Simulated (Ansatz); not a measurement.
# Saddle-point search of AlH5SO2 (part 2 of 2)

The same run, continued: AlH5SO2; RKS SPW92 (LDA)/def2-SVP (Ansatz 0.2.0). 

Geometry of the input (Å):
```
Al -0.3040  0.0847  0.2523
H  -0.4246  1.3298  -0.8815
O  -0.7804  -1.3420  -0.4304
O  -0.6356  0.7095  1.7587
H  0.5840  1.0868  -1.0312
S  1.9153  0.1868  -0.5238
H  -1.7342  -1.6458  -0.3247
H  -0.3684  0.2221  2.5924
H  1.7416  -0.6702  -1.5164
```

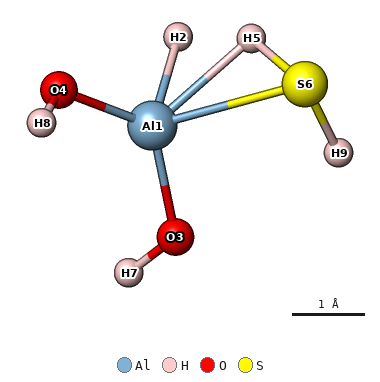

*The geometry at step 8 of the log (ball-and-stick view, seen at a tilt; atoms are numbered from 1 in the order of the input).*

Trajectory as extended XYZ (Å, eV, eV/Å), 15 frames, from step=1 to step=15:
```
9
Properties=species:S:1:pos:R:3:forces:R:3 step=1 energy=-21505.23064
Al   -0.3040    0.0847    0.2523    1.2538   0.5692  -0.4396
H    -0.4246    1.3298   -0.8815   -0.3154   0.4775  -0.3304
O    -0.7804   -1.3420   -0.4304   -2.2983  -1.9465  -0.4141
O    -0.6356    0.7095    1.7587    0.1752  -0.2600   2.1281
H     0.5840    1.0868   -1.0312   -0.1857   0.1458   0.2027
S     1.9153    0.1868   -0.5238    0.5977   0.7788   0.9957
H    -1.7342   -1.6458   -0.3247    1.4693   0.3534  -0.2349
H    -0.3684    0.2221    2.5924   -0.3816   0.7362  -1.1497
H     1.7416   -0.6702   -1.5164   -0.3150  -0.8545  -0.7578
9
Properties=species:S:1:pos:R:3:forces:R:3 step=2 energy=-21505.35064
Al   -0.3020    0.0898    0.2304    0.4023   0.4891  -0.3789
H    -0.5364    1.3656   -0.8825    0.4025   0.0158  -0.0375
O    -0.8106   -1.3604   -0.4311    0.1976  -0.6669  -0.3360
O    -0.6118    0.7070    1.7618   -0.1204   0.3591   0.2446
H     0.6678    1.1041   -0.9923   -0.1998   0.0021   0.0835
S     1.9411    0.1857   -0.5123    0.0463   0.5407   0.3307
H    -1.7137   -1.6693   -0.3394   -0.5987  -0.2778   0.0073
H    -0.3593    0.2397    2.5657    0.0834  -0.1400   0.3552
H     1.7185   -0.7005   -1.5050   -0.2132  -0.3221  -0.2688
9
Properties=species:S:1:pos:R:3:forces:R:3 step=3 energy=-21505.39372
Al   -0.3066    0.0874    0.2217    0.3043   0.2892  -0.2195
H    -0.4946    1.3744   -0.8920    0.1952   0.0062  -0.0144
O    -0.8205   -1.3796   -0.4287    0.2127  -0.3567  -0.2198
O    -0.6071    0.7068    1.7628   -0.1076   0.2828   0.0350
H     0.6717    1.1121   -0.9857   -0.2148   0.0691   0.0224
S     1.9390    0.2087   -0.5121    0.1102   0.1544   0.1462
H    -1.7243   -1.6958   -0.3417   -0.4550  -0.1998   0.0105
H    -0.3564    0.2436    2.5705    0.0787  -0.1375   0.2968
H     1.6926   -0.6958   -1.4994   -0.1237  -0.1077  -0.0574
9
Properties=species:S:1:pos:R:3:forces:R:3 step=4 energy=-21505.40780
Al   -0.3110    0.0898    0.2044    0.0474   0.0683   0.0032
H    -0.4746    1.3922   -0.8972    0.0716  -0.0706   0.0093
O    -0.8278   -1.4045   -0.4280   -0.1694  -0.1381  -0.0363
O    -0.5975    0.7116    1.7602    0.0356  -0.0388   0.1608
H     0.6975    1.1210   -0.9836   -0.1640   0.1032   0.0066
S     1.9451    0.2330   -0.5081    0.0402  -0.1743  -0.0917
H    -1.7414   -1.7340   -0.3488    0.1798   0.0829  -0.0187
H    -0.3490    0.2448    2.5781   -0.0414   0.0720  -0.1594
H     1.6524   -0.6921   -1.4815    0.0002   0.0954   0.1263
9
Properties=species:S:1:pos:R:3:forces:R:3 step=5 energy=-21505.40874
Al   -0.3150    0.0933    0.2020    0.0138   0.0019   0.0440
H    -0.4736    1.3869   -0.9009    0.0342  -0.0277   0.0150
O    -0.8252   -1.4094   -0.4280    0.0623   0.0328  -0.0107
O    -0.5948    0.7140    1.7624   -0.0042   0.0134  -0.0534
H     0.7081    1.1296   -0.9784   -0.1360   0.0426  -0.0132
S     1.9439    0.2331   -0.5104    0.0583  -0.1190  -0.0291
H    -1.7357   -1.7362   -0.3518   -0.0194   0.0089  -0.0031
H    -0.3482    0.2432    2.5745    0.0015  -0.0107  -0.0130
H     1.6341   -0.6926   -1.4739   -0.0104   0.0578   0.0636
9
Properties=species:S:1:pos:R:3:forces:R:3 step=6 energy=-21505.40784
Al   -0.3200    0.1009    0.2004   -0.0278  -0.0424   0.0663
H    -0.4832    1.3847   -0.8973    0.0334  -0.0020  -0.0069
O    -0.8139   -1.4119   -0.4283    0.1256   0.1084   0.0224
O    -0.5935    0.7197    1.7646   -0.0129   0.0109  -0.1262
H     0.7242    1.1293   -0.9812   -0.0629  -0.0044   0.0198
S     1.9444    0.2287   -0.5115    0.0201   0.0089   0.0039
H    -1.7252   -1.7352   -0.3572   -0.0692  -0.0158  -0.0032
H    -0.3487    0.2385    2.5701    0.0133  -0.0349   0.0396
H     1.6095   -0.6928   -1.4643   -0.0197  -0.0287  -0.0157
9
Properties=species:S:1:pos:R:3:forces:R:3 step=7 energy=-21505.40837
Al   -0.3245    0.1091    0.2018   -0.0268  -0.0386   0.0383
H    -0.4889    1.3833   -0.8970    0.0130   0.0200   0.0045
O    -0.7991   -1.4104   -0.4259    0.0512   0.0663   0.0283
O    -0.5955    0.7247    1.7669    0.0008  -0.0201  -0.0438
H     0.7350    1.1294   -0.9774   -0.0178  -0.0274  -0.0114
S     1.9424    0.2254   -0.5175    0.0244   0.0257   0.0033
H    -1.7126   -1.7326   -0.3627   -0.0200  -0.0077  -0.0112
H    -0.3515    0.2329    2.5677   -0.0040  -0.0006  -0.0006
H     1.5884   -0.7001   -1.4603   -0.0207  -0.0176  -0.0073
9
Properties=species:S:1:pos:R:3:forces:R:3 step=8 energy=-21505.40922
Al   -0.3275    0.1172    0.2054   -0.0005   0.0045   0.0151
H    -0.4868    1.3936   -0.8854   -0.0334  -0.0043  -0.0205
O    -0.7811   -1.4080   -0.4211    0.0219   0.0297   0.0098
O    -0.5995    0.7280    1.7704   -0.0170   0.0122  -0.0443
H     0.7392    1.1158   -0.9884    0.0317   0.0355   0.0212
S     1.9413    0.2252   -0.5251   -0.0024  -0.0197  -0.0642
H    -1.6952   -1.7314   -0.3730   -0.0229  -0.0177  -0.0125
H    -0.3587    0.2289    2.5661    0.0086  -0.0267   0.0599
H     1.5619   -0.7076   -1.4536    0.0140  -0.0134   0.0355
9
Properties=species:S:1:pos:R:3:forces:R:3 step=9 energy=-21505.40980
Al   -0.3265    0.1179    0.2063    0.0029   0.0114   0.0034
H    -0.4893    1.3919   -0.8880   -0.0210   0.0047  -0.0034
O    -0.7802   -1.4059   -0.4210   -0.0187  -0.0067   0.0033
O    -0.5996    0.7275    1.7709   -0.0025  -0.0084   0.0131
H     0.7385    1.1203   -0.9851    0.0233   0.0069  -0.0059
S     1.9410    0.2245   -0.5286    0.0103  -0.0013  -0.0312
H    -1.6946   -1.7308   -0.3748    0.0134  -0.0028  -0.0129
H    -0.3590    0.2289    2.5684   -0.0051   0.0021   0.0102
H     1.5632   -0.7125   -1.4528   -0.0027  -0.0059   0.0234
9
Properties=species:S:1:pos:R:3:forces:R:3 step=10 energy=-21505.41006
Al   -0.3248    0.1187    0.2076    0.0069   0.0193   0.0005
H    -0.4898    1.3927   -0.8882   -0.0154   0.0047   0.0056
O    -0.7786   -1.4040   -0.4208   -0.0265  -0.0230  -0.0047
O    -0.5997    0.7265    1.7723    0.0031  -0.0124   0.0323
H     0.7364    1.1224   -0.9856    0.0173  -0.0063  -0.0166
S     1.9413    0.2250   -0.5329    0.0124   0.0037  -0.0132
H    -1.6926   -1.7310   -0.3789    0.0217   0.0034  -0.0104
H    -0.3602    0.2296    2.5717   -0.0092   0.0111  -0.0103
H     1.5616   -0.7182   -1.4498   -0.0104  -0.0005   0.0168
9
Properties=species:S:1:pos:R:3:forces:R:3 step=11 energy=-21505.41054
Al   -0.3207    0.1218    0.2114    0.0151   0.0315  -0.0028
H    -0.4902    1.3962   -0.8859   -0.0114   0.0012   0.0135
O    -0.7719   -1.3996   -0.4207   -0.0312  -0.0427  -0.0173
O    -0.5998    0.7249    1.7766    0.0069  -0.0098   0.0426
H     0.7314    1.1234   -0.9911    0.0137  -0.0189  -0.0208
S     1.9419    0.2267   -0.5430    0.0021   0.0022   0.0024
H    -1.6847   -1.7311   -0.3909    0.0294   0.0122  -0.0040
H    -0.3642    0.2309    2.5791   -0.0099   0.0144  -0.0266
H     1.5517   -0.7316   -1.4401   -0.0146   0.0098   0.0129
9
Properties=species:S:1:pos:R:3:forces:R:3 step=12 energy=-21505.41106
Al   -0.3145    0.1263    0.2170    0.0108   0.0242  -0.0144
H    -0.4922    1.3999   -0.8816   -0.0048  -0.0020   0.0144
O    -0.7593   -1.3941   -0.4239   -0.0133  -0.0310  -0.0112
O    -0.5990    0.7249    1.7827    0.0092  -0.0160   0.0479
H     0.7241    1.1212   -1.0000    0.0160  -0.0173  -0.0140
S     1.9422    0.2286   -0.5547   -0.0182  -0.0080  -0.0016
H    -1.6712   -1.7283   -0.4084    0.0180   0.0106   0.0021
H    -0.3685    0.2320    2.5876   -0.0099   0.0186  -0.0400
H     1.5320   -0.7487   -1.4233   -0.0078   0.0210   0.0168
9
Properties=species:S:1:pos:R:3:forces:R:3 step=13 energy=-21505.41008
Al   -0.3040    0.1300    0.2233    0.0583   0.0131   0.0050
H    -0.4815    1.4031   -0.8758   -0.0502   0.0363  -0.0153
O    -0.7380   -1.3885   -0.4313   -0.2084  -0.0933  -0.0095
O    -0.5991    0.7226    1.7885   -0.0301   0.0464  -0.0605
H     0.7054    1.1222   -1.0122   -0.0079  -0.0130  -0.0023
S     1.9376    0.2305   -0.5706    0.0635   0.0427   0.0822
H    -1.6544   -1.7219   -0.4260    0.1883   0.0654   0.0023
H    -0.3732    0.2324    2.5934    0.0208  -0.0422   0.0606
H     1.5008   -0.7685   -1.3938   -0.0344  -0.0555  -0.0626
9
Properties=species:S:1:pos:R:3:forces:R:3 step=14 energy=-21505.41124
Al   -0.3077    0.1288    0.2205    0.0110   0.0074  -0.0100
H    -0.4907    1.4031   -0.8776   -0.0068   0.0016   0.0008
O    -0.7475   -1.3908   -0.4292   -0.0042  -0.0063   0.0014
O    -0.5984    0.7244    1.7862   -0.0020  -0.0037   0.0121
H     0.7148    1.1193   -1.0080    0.0098  -0.0052  -0.0002
S     1.9409    0.2295   -0.5624   -0.0067   0.0059   0.0134
H    -1.6597   -1.7240   -0.4198    0.0076   0.0030   0.0027
H    -0.3708    0.2322    2.5914   -0.0003   0.0018  -0.0124
H     1.5128   -0.7607   -1.4057   -0.0084  -0.0045  -0.0079
9
Properties=species:S:1:pos:R:3:forces:R:3 step=15 energy=-21505.41131
Al   -0.3055    0.1295    0.2193   -0.0001   0.0000   0.0014
H    -0.4881    1.4048   -0.8794    0.0005   0.0000  -0.0001
O    -0.7460   -1.3906   -0.4295   -0.0008   0.0010  -0.0004
O    -0.6017    0.7245    1.7846    0.0007  -0.0025   0.0001
H     0.7146    1.1216   -1.0066    0.0005  -0.0012   0.0000
S     1.9406    0.2272   -0.5599   -0.0018  -0.0001  -0.0005
H    -1.6577   -1.7246   -0.4144    0.0010   0.0002   0.0005
H    -0.3698    0.2290    2.5866   -0.0004   0.0016  -0.0016
H     1.5072   -0.7595   -1.4054    0.0004   0.0011   0.0007
```

Results in brief:

- outcome: converged
- total energy: −21505.4113 eV
- largest force (length of the vector) at the end: 0.003 eV/Å
- dipole moment: 1.41 D
- hardware: 4 threads of Intel Xeon @ 2.50GHz, 180 GiB of memory available, shared host
- wall time: 1.7 min (CPU time 5.5 min)
- peak memory: 0.45 GiB
